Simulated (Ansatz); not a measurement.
# C2HBF2 (SMILES C#CB(F)F): revPBE/def2-SVPD

What is the electronic atomisation energy of C2HBF2 at revPBE/def2-SVPD? 

The results are computed with Ansatz 0.2.0.

36 further runs of the same task are left out: 36 set aside as unsound or not needed.

**1. The structure to begin with**

C2HBF2: 6 atoms, total charge 0, spin state singlet. SMILES: `C#CB(F)F`. The shape is that of a PBE0-D4/def2-TZVP optimisation.

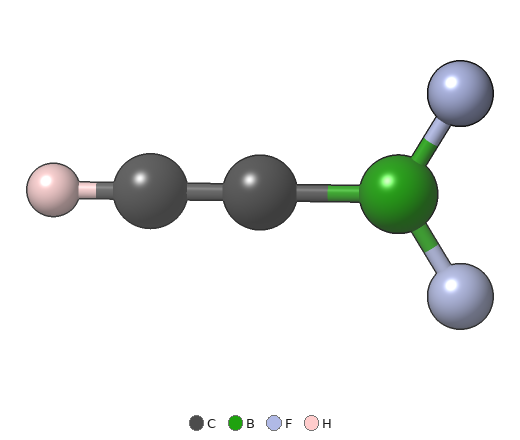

Viewed from a chosen angle; carbon dark grey, boron green, fluorine light blue, hydrogen pink.

**2. A single-point energy at revPBE/def2-SVPD**

Contents of in.yaml:

```yaml
crystal:
  periodic: [false, false, false]
  atoms:
    - symbol: C
      position_ang: [-0.883700, 0.450800, 1.253400]
    - symbol: C
      position_ang: [-0.218600, 0.106200, 0.311700]
    - symbol: B
      position_ang: [0.622000, -0.329200, -0.878400]
    - symbol: F
      position_ang: [0.153600, -1.179500, -1.766600]
    - symbol: F
      position_ang: [1.841700, 0.131700, -1.054100]
    - symbol: H
      position_ang: [-1.473000, 0.756000, 2.087900]
basis:
  gaussian: {orbitals: def2-SVPD}
hamiltonian: {xc: {name: revPBE}}
accuracy: high
output: {orbitals: {seedname: orbitals}}
```

On the command line:

```sh
$ ansatz run in.yaml --threads 1 --pin off --max-ram 3480MiB --events-out events.jsonl --progress --plain --runs-dir runs
```

Log:

```text
Warning: RAYON_NUM_THREADS=1 ignored (pool sized by the plan → 1); use --threads N
Functional definition: revPBE
  name "revPBE"
  parameter kappa = 1.245
  parameter beta = 0.06672455060314922
  exchange = pbe_x(kappa = kappa, mu = beta*pi^2/3)
  correlation = pbe_c(beta = beta)
2205 factors; integrals over basis functions are off by at most 3.2e-9 eV
mean field evaluation 1: about -8187.4195 eV, gradient 5.2e1 eV
mean field evaluation 2: about -8181.1595 eV, gradient 7.7e1 eV
mean field evaluation 4: about -8193.2884 eV, gradient 4.6e0 eV
mean field evaluation 8: about -8193.3359 eV, gradient 7.8e-2 eV
mean field evaluation 16: about -8193.3360 eV, gradient 3.0e-7 eV
mean field -8193.33595598 eV, -301.0995427399 hartree, gradient 8.1e-8 eV, S^2 0.000000; 0 other end points of the search recorded, 0 dependent functions left out
reference -8193.33596077 eV, -301.0995429157 hartree; 18, 18 occupied and 96, 96 virtual orbitals, 2205 factors
Total energy: -8193.33596077 eV, -301.0995429157 hartree
```

Run time: 7.5 s. Hardware: 1 thread of Arm Neoverse V1, shared host; peak memory 0.3 GiB.

**3. The B atom at the same level**

Contents of run.yaml:

```yaml
crystal:
  periodic: [false, false, false]
  atoms:
    - {symbol: B, position_ang: [0.000000, 0.000000, 0.000000]}
basis:
  gaussian:
    orbitals: def2-SVPD
magnetization:
  spin_polarized: true
  initial_magnetization: 1
hamiltonian:
  xc: {name: revPBE}
accuracy: high
```

Run the same way, it converges to -24.62497 Eh (log not shown).

**4. The C atom**

Contents of input.yaml:

```yaml
crystal:
  periodic: [false, false, false]
  atoms:
    - {symbol: C, position_ang: [0.000000, 0.000000, 0.000000]}
basis:
  gaussian: {orbitals: def2-SVPD}
magnetization: {spin_polarized: true, initial_magnetization: 2}
hamiltonian: {xc: {name: revPBE}}
accuracy: high
```

On the command line:

```sh
$ ansatz run input.yaml --threads 1 --pin off --max-ram 3480MiB --events-out events.jsonl --progress --plain --runs-dir runs
```

Log:

```text
Warning: RAYON_NUM_THREADS=1 ignored (pool sized by the plan → 1); use --threads N
Functional definition: revPBE
  name "revPBE"
  parameter kappa = 1.245
  parameter beta = 0.06672455060314922
  exchange = pbe_x(kappa = kappa, mu = beta*pi^2/3)
  correlation = pbe_c(beta = beta)
163 factors; integrals over basis functions are off by at most 3.2e-9 eV
mean field evaluation 1: about -1028.4881 eV, gradient 4.7e0 eV
mean field evaluation 2: about -1028.5953 eV, gradient 2.5e0 eV
mean field evaluation 4: about -1028.6435 eV, gradient 2.3e-3 eV
mean field evaluation 8: about -1028.6433 eV, gradient 9.4e-6 eV
mean field evaluation 16: about -1028.6433 eV, gradient 6.2e-5 eV
mean field -1028.64330755 eV, -37.8019443129 hartree, gradient 5.1e-8 eV, S^2 2.003159; 1 other end points of the search recorded, 0 dependent functions left out
reference -1028.64331054 eV, -37.8019444228 hartree; 4, 2 occupied and 16, 18 virtual orbitals, 163 factors
Total energy: -1028.64331054 eV, -37.8019444228 hartree
```

Run time: 0.44 s. Hardware: 1 thread of Arm Neoverse V1, shared host.

**5. The F atom at the same level**

Contents of molecule.yaml:

```yaml
crystal:
  periodic: [false, false, false]
  atoms:
    - {symbol: F, position_ang: [0.000000, 0.000000, 0.000000]}
basis:
  gaussian: {orbitals: def2-SVPD}
magnetization: {spin_polarized: true, initial_magnetization: 1}
hamiltonian: {xc: {name: revPBE}}
accuracy: high
```

On the command line:

```sh
$ ansatz run molecule.yaml --threads 1 --pin off --max-ram 3480MiB --events-out events.jsonl --progress --plain --runs-dir runs
```

Log:

```text
Warning: RAYON_NUM_THREADS=1 ignored (pool sized by the plan → 1); use --threads N
Functional definition: revPBE
  name "revPBE"
  parameter kappa = 1.245
  parameter beta = 0.06672455060314922
  exchange = pbe_x(kappa = kappa, mu = beta*pi^2/3)
  correlation = pbe_c(beta = beta)
194 factors; integrals over basis functions are off by at most 1.8e-9 eV
mean field evaluation 1: about -2710.6926 eV, gradient 5.6e0 eV
mean field evaluation 2: about -2710.7106 eV, gradient 5.1e0 eV
mean field evaluation 4: about -2710.7931 eV, gradient 7.7e-3 eV
mean field evaluation 8: about -2710.7932 eV, gradient 9.7e-5 eV
mean field evaluation 16: about -2710.7926 eV, gradient 1.6e-1 eV
mean field evaluation 32: about -2710.7932 eV, gradient 6.0e-4 eV
mean field -2710.79316998 eV, -99.6198115550 hartree, gradient 7.3e-9 eV, S^2 0.751349; 2 other end points of the search recorded, 0 dependent functions left out
reference -2710.79317290 eV, -99.6198116626 hartree; 5, 4 occupied and 18, 19 virtual orbitals, 194 factors
Total energy: -2710.79317290 eV, -99.6198116626 hartree
```

It took 0.64 s on 1 thread of Arm Neoverse V1, shared host.

**6. The H atom at the same level**

Contents of job.yaml:

```yaml
crystal:
  periodic: [false, false, false]
  atoms:
    - {symbol: H, position_ang: [0.000000, 0.000000, 0.000000]}
basis:
  gaussian: {orbitals: def2-SVPD}
hamiltonian: {xc: {name: revPBE}}
accuracy: high
magnetization: {spin_polarized: true, initial_magnetization: 1}
```

Run the same way, it converges to -0.50319 Eh (log not shown).

**7. Outcome**

Level: revPBE/def2-SVPD.

| quantity | value |
| --- | --- |
| molecule: total energy | -301.09954 Eh |
| molecule: HOMO energy | -7.61 eV |
| molecule: LUMO energy | -2.44 eV |
| molecule: HOMO–LUMO gap | 5.17 eV |
| B atom: total energy | -24.62497 Eh |
| B atom: ⟨S²⟩ | 0.753 |
| C atom: total energy | -37.80194 Eh |
| C atom: ⟨S²⟩ | 2.003 |
| F atom: total energy | -99.61981 Eh |
| F atom: ⟨S²⟩ | 0.751 |
| H atom: total energy | -0.50319 Eh |
| H atom: ⟨S²⟩ | 0.750 |
| electronic atomisation energy | 30.691 eV |

**Reading.** Taking the molecule apart into free atoms costs 30.69 eV (708 kcal/mol), before zero-point energy and without spin-orbit coupling.
